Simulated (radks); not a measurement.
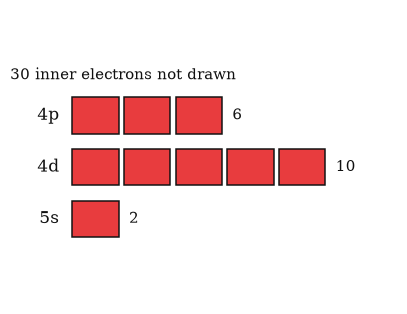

*The outer shells as the input fills them: a box for each of the 2l + 1 orbitals, shaded by the share of the shell that is filled, with the electron count at the right.*

**Atomic calculation for In⁺**

- system: In⁺ (Z = 49, 48 electrons) in the configuration [Kr] 4d10 5s2.
- method: Dirac Kohn-Sham, PBE, spin-unpolarised, spherical densities, finite nucleus (the in-house radial solver radks)

Input file:
```
Z 49
configuration [Kr] 4d10 5s2
relativity Dirac
functional pbe,pbe
spin unpolarised
j_filling average
nucleus finite rms 4.6156 fm
c 137.035999084
mixing 0.2
max_iterations 52
```

Energies in input and log are in hartree, lengths in bohr (the nuclear radius in fm).

Hardware: 1 thread of Intel Xeon, 163 GiB of memory available, shared host.

The run was one of a batch that the task file lists, launched with:
```bash
python <driver script> task.json out
```

Output:
```
1s1/2   1   2.0000       -1019.52417059
2s1/2   1   2.0000        -152.84392721
2p1/2   1   2.0000        -142.55604411
2p3/2   1   4.0000        -134.80652169
3s1/2   1   2.0000         -29.22727979
3p1/2   1   2.0000         -25.07511532
3p3/2   1   4.0000         -23.67533719
3d3/2   1   4.0000         -16.33183885
3d5/2   1   6.0000         -16.04506195
4s1/2   1   2.0000          -4.66846011
4p1/2   1   2.0000          -3.31290266
4p3/2   1   4.0000          -3.06866285
4d3/2   1   4.0000          -0.97701383
4d5/2   1   6.0000          -0.94533533
5s1/2   1   2.0000          -0.54839855
Etot -5882.874697069508
Ekin 6181.247679709379
Encl -14263.042708375004
Eh 2358.6681575826824
Exc -159.7478259865656
err 7.075691000605489e-09
it 17
```

Outcome:

| quantity | value |
| --- | --- |
| outcome | converged |
| total energy | −5882.8747 hartree |
| kinetic energy | 6181.2477 hartree |
| electron–nucleus energy | −14263.0427 hartree |
| Hartree energy | 2358.6682 hartree |
| exchange–correlation energy | −159.747826 hartree |
| radius at density 0.001 e/bohr³ | 3.99 bohr |
| SCF iterations | 17 |

What is odd here:

A numerical setting was moved from its usual value: mixing factor beta = 0.2. The program ran to the end, and its total energy equals that of the same run with the usual input (−5882.87470 hartree) within 10⁻⁵ hartree, so the oddity leaves no trace in it.
